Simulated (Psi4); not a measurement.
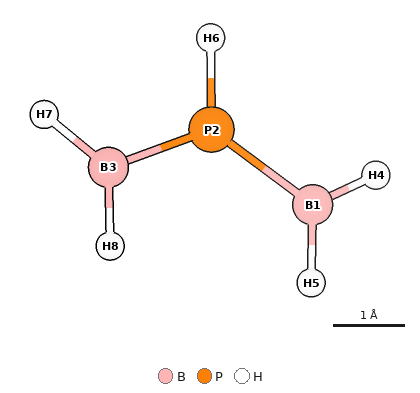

Fig. 1: The structure as given in the input (ball-and-stick view, seen at a tilt; atoms are numbered from 1 in the order of the input). Bond lengths as drawn: B–H 1.20 Å, B–P 1.83 Å and H–P 1.41 Å.

Single-point calculation of B₂PH₅ (charge +1)

System: B₂PH₅, charge +1, multiplicity 2.
Method: M06-2X/cc-pVDZ, UKS (Psi4 1.11).

The geometry was optimised with M06-2X/cc-pVDZ.

The program's output:
```
Psi4 1.11 release

   => Loading Basis Set <=

    Name: CC-PVDZ
    Role: ORBITAL
    Keyword: BASIS

         ---------------------------------------------------------
                                   SCF
                              UKS Reference
                        1 Threads,   1525 MiB Core
         ---------------------------------------------------------

  ==> Geometry <==

    Molecular point group: c1
    Full point group: C1

    Geometry (in Angstrom), charge = 1, multiplicity = 2:

       Center              X                  Y                   Z               Mass
    ------------   -----------------  -----------------  -----------------  -----------------
         B            0.001099340555     0.334261034942    -1.659423751731    11.009305360000
         P            0.001099340555     0.334261034942     0.175150248269    30.973761998420
         B            0.001099340555    -1.174169762944     1.219320230204    11.009305360000
         H           -0.037763650815     1.365572632832    -2.263869514761     1.007825032230
         H            0.047982888680    -0.737003200903    -2.191465581518     1.007825032230
         H           -0.075119372298     1.579101045896     0.827444661973     1.007825032230
         H           -0.039370081452    -1.084184118549     2.411265461399     1.007825032230
         H            0.046465872326    -2.221405189604     0.641298872840     1.007825032230

  Running in c1 symmetry.

  Rotational constants: A =      0.92377  B =      0.21796  C =      0.17638 [cm^-1]
  Rotational constants: A =  27693.84315  B =   6534.22957  C =   5287.72907 [MHz]
  Nuclear repulsion =   80.212584746988867

  Charge       = 1
  Multiplicity = 2
  Electrons    = 29
  Nalpha       = 15
  Nbeta        = 14

  ==> Algorithm <==

  SCF Algorithm Type is DF.
  DIIS enabled.
  MOM disabled.
  Fractional occupation disabled.
  Guess Type is SAD.
  Energy threshold   = 1.00e-06
  Density threshold  = 1.00e-06
  Integral threshold = 1.00e-12

  ==> Primary Basis <==

  Basis Set: CC-PVDZ
    Blend: CC-PVDZ
    Number of shells: 35
    Number of basis functions: 71
    Number of Cartesian functions: 74
    Spherical Harmonics?: true
    Max angular momentum: 2

  ==> DFT Potential <==

   => LibXC <=

    Version 7.1.2

   => Composite Functional: M06-2X <=

    Deriv               =              1
    GGA                 =           TRUE
    Meta                =           TRUE

    Exchange Hybrid     =           TRUE
    MP2 Hybrid          =          FALSE

   => Exchange Functionals <=

    1.0000   XC_HYB_MGGA_X_M06_2X

   => Exact (HF) Exchange <=

    0.5400               HF

   => Correlation Functionals <=

    1.0000   XC_MGGA_C_M06_2X

   => LibXC Density Thresholds  <==

    XC_MGGA_C_M06_2X:  1.00E-12
    XC_HYB_MGGA_X_M06_2X:  1.00E-15

   => Molecular Quadrature <=

    Radial Scheme          =       TREUTLER
    Pruning Scheme         =           NONE
    Nuclear Scheme         =       TREUTLER

    Blocking Scheme        =         OCTREE
    BS radius alpha        =              1
    Pruning alpha          =              1
    Radial Points          =             75
    Spherical Points       =            302
    Total Points           =         172723
    Total Blocks           =           1366
    Max Points             =            256
    Max Functions          =             71
    Weights Tolerance      =       1.00E-15

   => Loading Basis Set <=

    Name: (CC-PVDZ AUX)
    Role: JKFIT
    Keyword: DF_BASIS_SCF

  ==> Integral Setup <==

  DFHelper Memory: AOs need 0.016 GiB; user supplied 0.309 GiB.
  SCF_SUBTYPE=INCORE selected. In-core MEM_DF algorithm will be used.
  Using in-core AOs.

  ==> MemDFJK: Density-Fitted J/K Matrices <==

    J tasked:                   Yes
    K tasked:                   Yes
    wK tasked:                   No
    Memory [MiB]:               316
    Algorithm:                 Core
    Schwarz Cutoff:           1E-12
    Mask sparsity (%):       0.4364
    Fitting Condition:        1E-10

   => Auxiliary Basis Set <=

  Basis Set: (CC-PVDZ AUX)
    Blend: CC-PVDZ-JKFIT
    Number of shells: 129
    Number of basis functions: 367
    Number of Cartesian functions: 417
    Spherical Harmonics?: true
    Max angular momentum: 3

  Cached 100.0% of DFT collocation blocks in 0.809 [GiB].

  Minimum eigenvalue in the overlap matrix is 6.0284703730E-03.
  Reciprocal condition number of the overlap matrix is 1.3555746374E-03.
    Using symmetric orthogonalization.

  ==> Pre-Iterations <==

  SCF Guess: Superposition of Atomic Densities via on-the-fly atomic UHF (no occupation information).

   -------------------------
    Irrep   Nso     Nmo
   -------------------------
     A         71      71
   -------------------------
    Total      71      71
   -------------------------

  ==> Iterations <==

                           Total Energy        Delta E     RMS |[F,P]|

   @DF-UKS iter SAD:  -393.29166879816006   -3.93292e+02   0.00000e+00
   @DF-UKS iter   1:  -393.56627072921617   -2.74602e-01   3.22537e-03 DIIS/ADIIS
   @DF-UKS iter   2:  -393.60417555495110   -3.79048e-02   1.90565e-03 DIIS/ADIIS
   @DF-UKS iter   3:  -393.61775503503691   -1.35795e-02   1.95950e-04 DIIS/ADIIS
   @DF-UKS iter   4:  -393.61811149876672   -3.56464e-04   6.70781e-05 DIIS
   @DF-UKS iter   5:  -393.61815855328297   -4.70545e-05   1.83637e-05 DIIS
   @DF-UKS iter   6:  -393.61816220566101   -3.65238e-06   4.52060e-06 DIIS
   @DF-UKS iter   7:  -393.61816234473918   -1.39078e-07   1.27325e-06 DIIS
   @DF-UKS iter   8:  -393.61816235722148   -1.24823e-08   4.35717e-07 DIIS
  Energy and wave function converged.

  ==> Post-Iterations <==

   Electrons on quadrature grid:
      Nalpha   =   14.9999888491 ; deviation = -1.115e-05
      Nbeta    =   13.9999903996 ; deviation = -9.600e-06
      Ntotal   =   28.9999792487 ; deviation = -2.075e-05

   @Spin Contamination Metric:   4.210199930E-03
   @S^2 Expected:                7.500000000E-01
   @S^2 Observed:                7.542101999E-01
   @S   Expected:                5.000000000E-01
   @S   Observed:                5.000000000E-01

    Orbital Energies [Eh]
    ---------------------

    Alpha Occupied:

       1A    -78.344644     2A     -7.306511     3A     -7.306495
       4A     -7.151721     5A     -5.274188     6A     -5.263066
       7A     -5.262076     8A     -1.022676     9A     -0.823065
      10A     -0.782322    11A     -0.687194    12A     -0.640838
      13A     -0.620057    14A     -0.611913    15A     -0.593051

    Alpha Virtual:

      16A     -0.272164    17A     -0.194129    18A     -0.150666
      19A     -0.109726    20A     -0.089231    21A     -0.024696
      22A      0.023426    23A      0.024548    24A      0.048542
      25A      0.051199    26A      0.101860    27A      0.114729
      28A      0.131925    29A      0.159211    30A      0.174571
      31A      0.179370    32A      0.186480    33A      0.238988
      34A      0.294330    35A      0.295812    36A      0.331846
      37A      0.404529    38A      0.419939    39A      0.437977
      40A      0.461327    41A      0.476105    42A      0.487036
      43A      0.494397    44A      0.501281    45A      0.509166
      46A      0.622007    47A      0.724152    48A      0.738425
      49A      0.778372    50A      0.786115    51A      0.940740
      52A      0.967516    53A      0.993519    54A      1.001568
      55A      1.015265    56A      1.086226    57A      1.220642
      58A      1.300496    59A      1.411956    60A      1.413859
      61A      1.535886    62A      1.559573    63A      1.621835
      64A      1.638969    65A      1.743272    66A      1.830920
      67A      1.858117    68A      2.080644    69A      2.087007
      70A      2.115584    71A      2.204480

    Beta Occupied:

       1A    -78.338459     2A     -7.306730     3A     -7.306713
       4A     -7.149437     5A     -5.260695     6A     -5.259867
       7A     -5.257618     8A     -0.987458     9A     -0.816880
      10A     -0.775766    11A     -0.681293    12A     -0.637666
      13A     -0.619839    14A     -0.610771

    Beta Virtual:

      15A     -0.392323    16A     -0.252113    17A     -0.170797
      18A     -0.134853    19A     -0.090541    20A     -0.080230
      21A     -0.026261    22A      0.019915    23A      0.025249
      24A      0.048293    25A      0.060747    26A      0.102169
      27A      0.112211    28A      0.115306    29A      0.161186
      30A      0.162041    31A      0.178104    32A      0.211901
      33A      0.267520    34A      0.285338    35A      0.293261
      36A      0.319986    37A      0.408778    38A      0.420313
      39A      0.447136    40A      0.464602    41A      0.476493
      42A      0.492699    43A      0.498556    44A      0.501438
      45A      0.513198    46A      0.627491    47A      0.732031
      48A      0.748050    49A      0.793573    50A      0.796287
      51A      0.958443    52A      0.970421    53A      1.001502
      54A      1.006491    55A      1.033098    56A      1.089902
      57A      1.230922    58A      1.305254    59A      1.413969
      60A      1.415815    61A      1.539409    62A      1.564000
      63A      1.629452    64A      1.647563    65A      1.751734
      66A      1.834322    67A      1.868055    68A      2.084140
      69A      2.091548    70A      2.119501    71A      2.211075

    Final Occupation by Irrep:
              A
    DOCC [    14 ]
    SOCC [     1 ]
    NA   [    15 ]
    NB   [    14 ]

  @DF-UKS Final Energy:  -393.61816235722148

   => Energetics <=

    Nuclear Repulsion Energy =             80.2125847469888669
    One-Electron Energy =                -692.2595071394105162
    Two-Electron Energy =                 234.0711260753677152
    DFT Exchange-Correlation Energy =     -15.6423660401675235
    Empirical Dispersion Energy =           0.0000000000000000
    VV10 Nonlocal Energy =                  0.0000000000000000
    Total Energy =                       -393.6181623572214221

  UHF NO Occupations:
  HONO-2 :   13  A 1.9995887
  HONO-1 :   14  A 1.9986390
  HONO-0 :   15  A 1.0000000
  LUNO+0 :   16  A 0.0013610
  LUNO+1 :   17  A 0.0004113
  LUNO+2 :   18  A 0.0002202
  LUNO+3 :   19  A 0.0000426

Computation Completed

Properties will be evaluated at   0.000000,   0.000000,   0.000000 [a0]

Properties computed using the SCF density matrix

 Multipole Moments:

 ------------------------------------------------------------------------------------
     Multipole            Electronic (a.u.)      Nuclear  (a.u.)        Total (a.u.)
 ------------------------------------------------------------------------------------

 L = 1.  Multiply by 2.5417464519 to convert [e a0] to [Debye]
 Dipole X            :          0.0466982           -0.0572981           -0.0105999
 Dipole Y            :          0.7995431           -0.5358261            0.2637170
 Dipole Z            :          0.4189926           -0.2807944            0.1381983
 Magnitude           :                                                    0.2979225

 ------------------------------------------------------------------------------------

	total time  =         12 seconds =       0.20 minutes

    Psi4 run time: 0:00:11.92
```

This output came from the following input.

Input (job.inp):
```
memory 1600 mb

molecule {
  1 2
  B
  P 1 R2
  B 2 R3 1 A3
  H 1 R4 2 A4 3 D4
  H 1 R5 4 A5 2 D5
  H 2 R6 3 A6 1 D6
  H 3 R7 2 A7 6 D7
  H 3 R8 7 A8 2 D8

  R2 = 1.834574
  R3 = 1.834572
  A3 = 124.69186
  R4 = 1.196022
  A4 = 120.35659
  D4 = 177.84194
  R5 = 1.197027
  A5 = 123.25304
  D5 = -179.62736
  R6 = 1.407453
  A6 = 117.60962
  D6 = 176.49631
  R7 = 1.196022
  A7 = 120.35529
  D7 = -1.25641
  R8 = 1.197025
  A8 = 123.25325
  D8 = 179.8098
}

set basis cc-pVDZ
set reference uks

energy('m06-2x')
```

Launch command:
```bash
psi4 -n 1 job.inp job.out
```

Key numbers:

| quantity | value |
| --- | --- |
| outcome | converged |
| total energy | −393.618162 hartree |
| basis functions | 71 |
| ⟨S²⟩ | 0.754 |
| hardware | 1 thread of AMD EPYC (Zen 5), 16 GiB of memory available, shared host |
| wall time | 13 s |
| peak memory | 1.1 GiB |
